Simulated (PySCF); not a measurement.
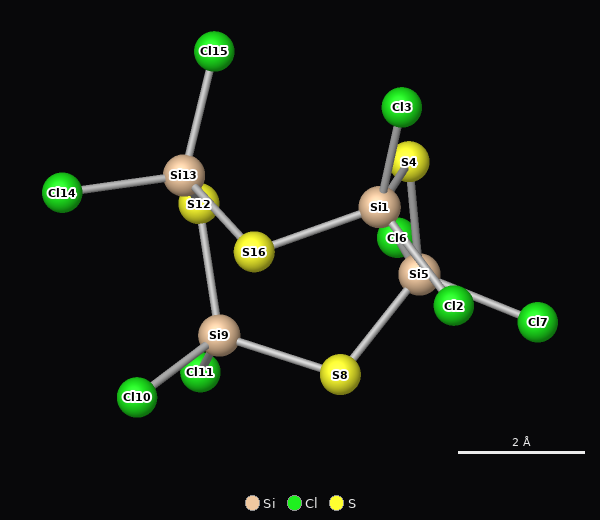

Fig. 1: The structure (ball-and-stick view, seen at a tilt; atoms are numbered from 1 in the order of the input). Bond lengths as drawn: Cl–Si 2.04 Å and S–Si 2.13 to 2.14 Å.

## Si4S4Cl8: a changed input and its effect

System: Si4S4Cl8 (cyclo-(Cl2SiS)4).
Method of the first run: GIAO PBE0/pcSseg-1 NMR shielding, non-relativistic, gas phase (PySCF 2.14.0).

The geometry comes from this level: PBE0-D3(BJ)/def2-SVP. Text and figures count atoms from 1; the logs count them from 0 in places.

## Input, the first run
```
{"job": {"kind": "nmr", "xc": "PBE0", "basis": "pcSseg-1"}, "charge": 0, "multiplicity": 1}
Si    -0.889627     1.050306    -1.859116
Cl    -2.557696     0.020317    -2.440510
Cl    -0.600811     2.644223    -3.100559
S     -1.102295     1.922213     0.072889
Si    -1.949330     0.325425     1.219790
Cl    -1.446319     0.763782     3.151287
Cl    -3.982878     0.312232     1.035812
S     -1.353003    -1.634059     0.634645
Si     0.657699    -1.760317     1.352647
Cl     1.539891    -3.180071     0.174720
Cl     0.675800    -2.391058     3.293337
S      1.737724     0.076638     1.375687
Si     2.172880     0.379698    -0.698170
Cl     3.890421    -0.602223    -1.200455
Cl     2.460317     2.395264    -0.883834
S      0.712888    -0.356311    -2.061750
```

The first line tells a small driver script what to run in PySCF; the rest is the geometry in Å.

Command:
```bash
OMP_NUM_THREADS=2 python <driver script> task.json out
```

Hardware: 2 CPU threads, shared host.

## Output (the first run)
```
coarse grid: 25984 points
cycle   1  E = -6430.2082893890  dE =  2.656e+00  |g| = 8.548e-01  |ddm| = 4.898e+00
cycle   2  E = -6429.9218060419  dE =  2.865e-01  |g| = 1.377e+00  |ddm| = 2.909e+00
cycle   3  E = -6430.4133955491  dE = -4.916e-01  |g| = 1.040e-01  |ddm| = 1.906e+00
cycle   4  E = -6430.4158086838  dE = -2.413e-03  |g| = 4.370e-02  |ddm| = 2.081e-01
cycle   5  E = -6430.4162934699  dE = -4.848e-04  |g| = 7.468e-03  |ddm| = 6.706e-02
cycle   6  E = -6430.4163058681  dE = -1.240e-05  |g| = 2.300e-03  |ddm| = 1.296e-02
cycle   7  E = -6430.4163071245  dE = -1.256e-06  |g| = 3.714e-04  |ddm| = 3.184e-03
final grid: 188656 points
cycle   8  E = -6430.5060562088  dE = -6.761e-05  |g| = 1.021e-02  |ddm| = 3.702e-02
cycle   9  E = -6430.5060529669  dE =  3.242e-06  |g| = 9.232e-03  |ddm| = 2.280e-02
cycle  10  E = -6430.5060721339  dE = -1.917e-05  |g| = 1.095e-03  |ddm| = 1.385e-02
cycle  11  E = -6430.5060724697  dE = -3.359e-07  |g| = 2.780e-04  |ddm| = 1.879e-03
cycle  12  E = -6430.5060724892  dE = -1.946e-08  |g| = 6.082e-05  |ddm| = 4.697e-04
cycle  13  E = -6430.5060724902  dE = -9.823e-10  |g| = 1.454e-05  |ddm| = 9.495e-05
converged SCF energy = -6430.5060724902

GIAO shielding tensors (ppm)
atom      isotropic    diamagn.    paramagn.     s11        s22        s33       span
  0 Si     319.475     874.396    -554.921    293.893    327.098    337.433     43.539
  1 Cl     748.171    1147.597    -399.426    649.902    689.601    905.010    255.108
  2 Cl     745.896    1145.916    -400.020    652.563    668.944    916.183    263.619
  3 S      521.212    1059.751    -538.539    449.901    483.855    629.881    179.980
  4 Si     319.448     874.379    -554.931    293.679    326.716    337.949     44.271
  5 Cl     749.401    1147.572    -398.171    651.267    690.630    906.304    255.037
  6 Cl     745.419    1145.914    -400.495    652.533    667.162    916.561    264.027
  7 S      521.960    1059.761    -537.801    451.632    484.471    629.778    178.147
  8 Si     319.528     874.362    -554.834    294.477    326.506    337.601     43.124
  9 Cl     748.156    1147.602    -399.446    649.459    690.613    904.394    254.935
 10 Cl     745.473    1145.897    -400.423    652.198    668.369    915.853    263.655
 11 S      521.791    1059.721    -537.930    450.637    486.558    628.180    177.543
 12 Si     319.349     874.357    -555.007    294.354    326.990    336.703     42.349
 13 Cl     744.830    1145.925    -401.095    651.221    668.031    915.237    264.016
 14 Cl     748.670    1147.567    -398.898    651.423    688.369    906.216    254.794
 15 S      521.386    1059.736    -538.350    449.787    485.859    628.513    178.726
```

The second run used a changed input.

## The two runs side by side

```csv
quantity,the first run,the second run
outcome,converged,converged
total energy (hartree),−6430.506072,−6432.977900
HOMO (eV),−8.60,−8.27
LUMO (eV),−1.75,−1.86
dipole moment (D),0.02,0.02
shielding of Si1 (ppm),319.5,301.5
shielding of S4 (ppm),521.2,494.2
shielding of Si5 (ppm),319.4,301.5
shielding of S8 (ppm),522.0,495.0
shielding of Si9 (ppm),319.5,301.6
shielding of S12 (ppm),521.8,494.8
shielding of S16 (ppm),521.4,494.4
SCF iterations,13,13
basis functions,384,384
wall time (shared host),3.3 min,2.8 min
```

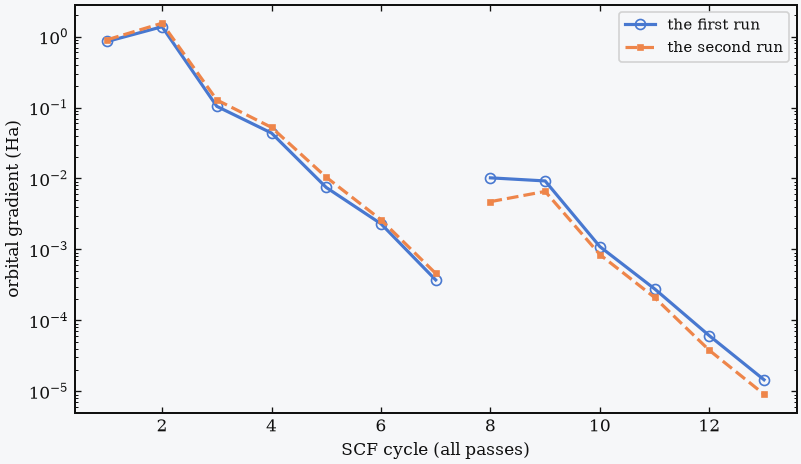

Fig. 2: Convergence of the two runs: orbital gradient against the SCF cycle. A break in a curve parts two SCF passes (coarse and final grid). The first run takes 13 cycles in all, and the second run takes 13.

What was changed in the input?

The change (lines with − go, lines with + come):
```diff
-"xc": "PBE0"
+"xc": "B3LYP"
+"pop": false
```

The total energies belong to different methods, so their difference says nothing on which is more stable or more accurate. The HOMO goes from −8.60 to −8.27 eV. The LUMO goes from −1.75 to −1.86 eV. Of all shieldings, the largest change is that of S4, S8, S12 and S16, by −27.0 ppm. The functional changes from PBE0 to B3LYP. The number of SCF iterations is the same.

## Output (the second run)
```
coarse grid: 25984 points
cycle   1  E = -6432.6986089691  dE =  2.602e+00  |g| = 9.036e-01  |ddm| = 4.818e+00
cycle   2  E = -6432.3186697355  dE =  3.799e-01  |g| = 1.545e+00  |ddm| = 3.176e+00
cycle   3  E = -6432.9252086347  dE = -6.065e-01  |g| = 1.280e-01  |ddm| = 2.098e+00
cycle   4  E = -6432.9289986569  dE = -3.790e-03  |g| = 5.248e-02  |ddm| = 2.498e-01
cycle   5  E = -6432.9296897554  dE = -6.911e-04  |g| = 1.042e-02  |ddm| = 7.716e-02
cycle   6  E = -6432.9297146159  dE = -2.486e-05  |g| = 2.619e-03  |ddm| = 1.677e-02
cycle   7  E = -6432.9297162183  dE = -1.602e-06  |g| = 4.587e-04  |ddm| = 3.660e-03
final grid: 188656 points
cycle   8  E = -6432.9778945136  dE = -1.792e-05  |g| = 4.714e-03  |ddm| = 2.807e-02
cycle   9  E = -6432.9778892057  dE =  5.308e-06  |g| = 6.570e-03  |ddm| = 1.363e-02
cycle  10  E = -6432.9778996514  dE = -1.045e-05  |g| = 8.463e-04  |ddm| = 8.734e-03
cycle  11  E = -6432.9778998346  dE = -1.833e-07  |g| = 2.102e-04  |ddm| = 1.413e-03
cycle  12  E = -6432.9778998452  dE = -1.061e-08  |g| = 3.788e-05  |ddm| = 3.015e-04
cycle  13  E = -6432.9778998456  dE = -3.456e-10  |g| = 9.085e-06  |ddm| = 6.634e-05
converged SCF energy = -6432.9778998456

GIAO shielding tensors (ppm)
atom      isotropic    diamagn.    paramagn.     s11        s22        s33       span
  0 Si     301.525     875.275    -573.750    274.855    310.070    319.650     44.795
  1 Cl     736.825    1148.227    -411.402    632.718    672.375    905.381    272.663
  2 Cl     733.818    1146.365    -412.547    634.066    651.628    915.759    281.692
  3 S      494.201    1060.988    -566.787    417.715    453.957    610.933    193.219
  4 Si     301.503     875.256    -573.753    274.601    309.717    320.192     45.591
  5 Cl     738.084    1148.196    -410.112    634.122    673.447    906.683    272.561
  6 Cl     733.325    1146.362    -413.037    634.031    649.788    916.155    282.124
  7 S      494.972    1061.002    -566.029    419.457    454.580    610.880    191.422
  8 Si     301.582     875.244    -573.662    275.412    309.484    319.851     44.440
  9 Cl     736.816    1148.232    -411.416    632.302    673.364    904.782    272.480
 10 Cl     733.398    1146.344    -412.946    633.699    651.027    915.467    281.768
 11 S      494.791    1060.960    -566.169    418.357    456.849    609.167    190.810
 12 Si     301.406     875.237    -573.831    275.290    309.980    318.949     43.658
 13 Cl     732.752    1146.375    -413.622    632.692    650.736    914.829    282.137
 14 Cl     737.371    1148.193    -410.822    634.371    671.124    906.619    272.248
 15 S      494.387    1060.977    -566.591    417.643    455.950    609.566    191.923
```
